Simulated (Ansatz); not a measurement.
WHBrCl5F: several calculations on one system

## 1. Relaxation

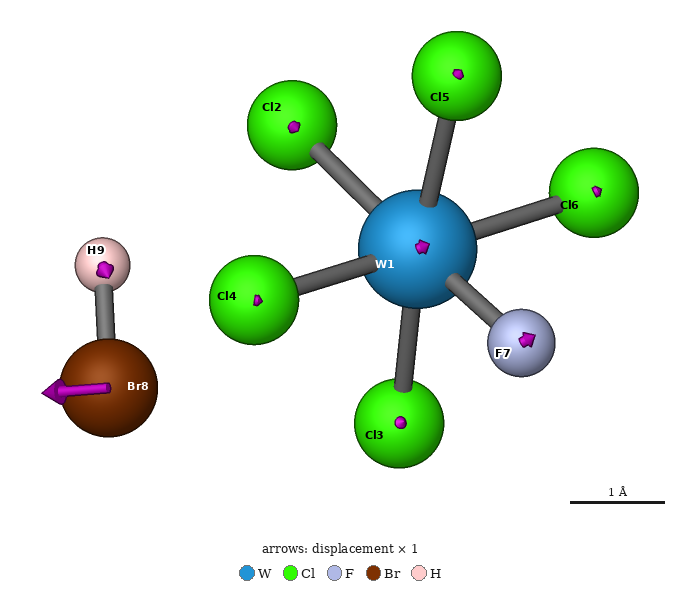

This is a relaxation of WHBrCl5F. The starting structure is drawn; purple arrows show the displacements, at their true length. The two geometries are superimposed by the best rigid fit.

A ball-and-stick model, seen at a tilt.

The run prepares an end point of a later path (reaction) calculation, from a guessed geometry.

Level of theory: RKS PBE/def2-SVP (Ansatz). (no spin polarisation; force threshold 0.03 eV/Å; at most 50 steps)

Which element moves most?

Answer. Bromine: up to 0.84 Å, against 0.21 Å for hydrogen.

What happened in the run?

Answer. After 11 accepted moves (13 points after the start) the energy has fallen by 46.6 kJ/mol. Largest force component: 1.8 eV/Å at the start, 0.0073 eV/Å at the end. The line search rejected the trial steps at points 9, 12 of the run. The atom that moves furthest after the best rigid fit is Br8 (0.84 Å). Largest moves by element: Br 0.84 Å, H 0.21 Å, F 0.19 Å, W 0.15 Å, Cl 0.12 Å. Some distances before and after: Cl3–Br8 3.143 → 3.923 Å, Br8–H9 1.505 → 1.440 Å, W1–Cl2 2.371 → 2.327 Å, W1–Cl3 2.297 → 2.313 Å. Bond angles that change, for instance: Cl3–W1–Cl4 94.9° → 90.2°, Cl3–W1–Cl5 174.5° → 177.9°, Cl5–W1–Cl6 86.9° → 89.6°. Cost: 57 s on 4 threads of Arm Neoverse V2, with other jobs on the host, peak memory 0.33 GiB.

Limits of the set-up: the start holds two separate molecules, 2.6 Å apart at their closest, whose relative position is a soft coordinate and is computed without a dispersion correction.

## 2. Relaxation

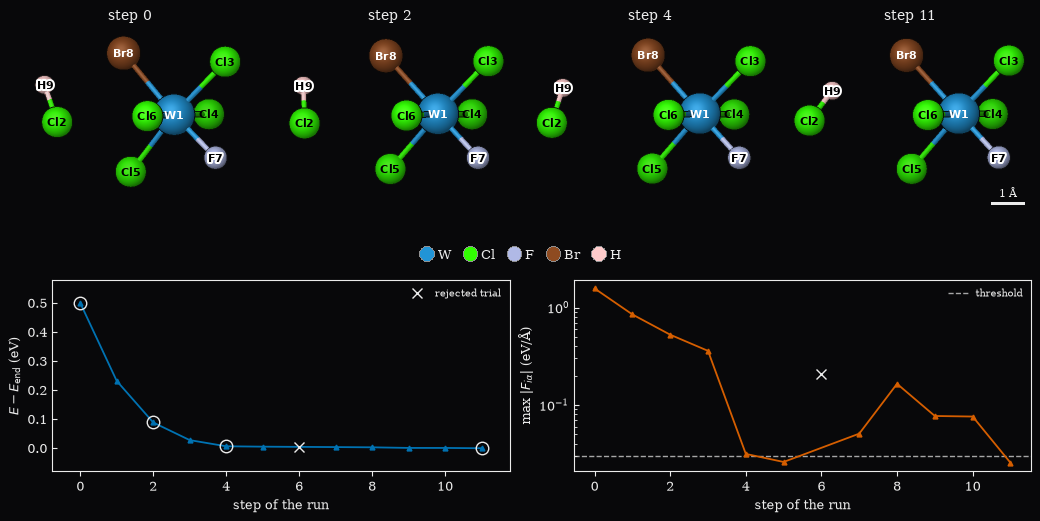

Frames of a relaxation of WHBrCl5F, marked on the history of the run. A ball-and-stick model, seen at a tilt.

The run prepares an end point of a later path (reaction) calculation, from a guessed geometry.

Computed with RKS PBE/def2-SVP (Ansatz 0.2.0). (no spin polarisation; force threshold 0.03 eV/Å; at most 50 steps)

Question: Describe the path.

Answer: Over 10 accepted moves (11 points after the start) the energy falls by 0.500 eV. Largest force component: 1.6 eV/Å at the start, 0.026 eV/Å at the end. The line search rejected the trial step at point 6 of the run. The forces were under the threshold at step 5, but the run went on from there. The largest move after the best rigid fit is that of Cl2, 0.85 Å. Largest moves by element: Cl 0.85 Å, H 0.30 Å, W 0.16 Å, Br 0.11 Å, F 0.10 Å. Some distances before and after: Cl2–Cl6 3.082 → 3.794 Å, Cl2–Cl5 3.079 → 3.782 Å, Cl2–Br8 3.289 → 3.907 Å, W1–Br8 2.544 → 2.483 Å. Among the angles between lasting bonds that change: Cl5–W1–Cl6 95.2° → 90.7°, F7–W1–Br8 175.3° → 179.8°, Cl5–W1–Br8 95.9° → 91.7°. Cost: 48 s on 4 threads of Arm Neoverse V2, on a shared host, peak memory 0.33 GiB. From step 0 to 2: Cl2 moves most (0.39 Å), energy −0.412 eV. From step 2 to 4: Cl2 moves most (0.39 Å), energy −0.082 eV. From step 4 to 11: H9 moves most (0.30 Å), energy −0.007 eV.

```tsv
step	E − E(0), eV	largest force component, eV/Å	note
0	0.0000	1.5684	
1	-0.2685	0.8490	
2	-0.4116	0.5261	
3	-0.4723	0.3593	
4	-0.4935	0.0315	
5	-0.4949	0.0260	
6	-0.4946	0.2077	rejected
7	-0.4963	0.0508	
8	-0.4971	0.1649	
9	-0.4992	0.0771	
10	-0.4993	0.0761	
11	-0.5003	0.0256
```

Limits of the set-up: the start holds two separate molecules, 2.8 Å apart at their closest, whose relative position is a soft coordinate and is computed without a dispersion correction.

## 3. Path

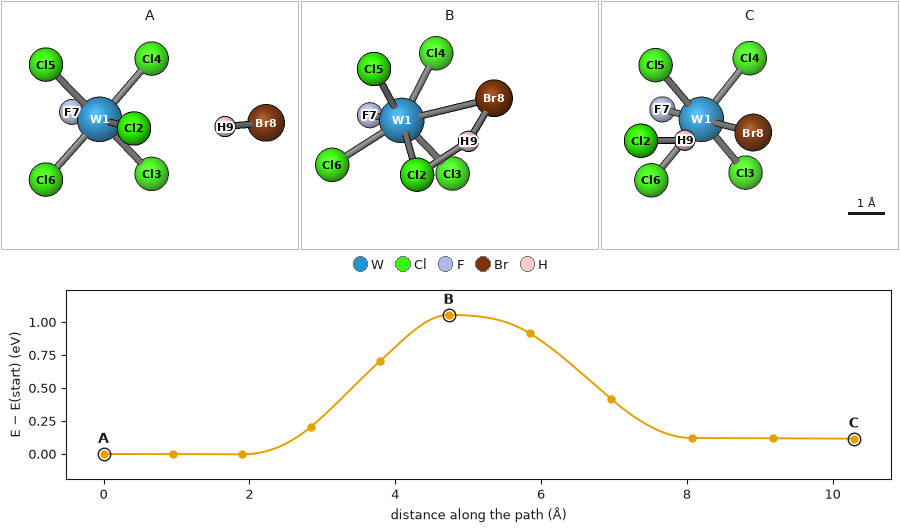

A nudged-elastic-band calculation for WHBrCl5F, made up at the start of WCl5F and HBr. Images are numbered from 0 (start) to 10 (end). Frames A to C are images 0, 5, 10. The picture is a ball-and-stick view, seen at a tilt.

The calculation used RKS PBE/def2-SVP (Ansatz). Set-up: 9 movable images; climbing image; force threshold 0.03 eV/Å; iteration limit 48; starting path through a guess of the saddle point.

### What happens along the path, and what is the barrier?

Breaking: Br8–H9 (1.44 → 1.57 at the top → 2.69 Å), W1–Cl2 (2.33 → 2.59 at the top → 4.62 Å). Forming: Cl2–H9 (2.61 → 1.73 at the top → 1.30 Å), W1–Br8 (4.76 → 3.05 at the top → 2.48 Å). The highest point, image 5, lies 1.06 eV above the start and 0.94 eV above the end; the end is at +0.12 eV relative to the start. The band is converged. At the top, the vibrational analysis gives one imaginary mode (90i cm⁻¹), as a transition state must have.

Limits of the set-up: the start holds two separate molecules, 2.6 Å apart at their closest, whose relative position is a soft coordinate and is computed without a dispersion correction.
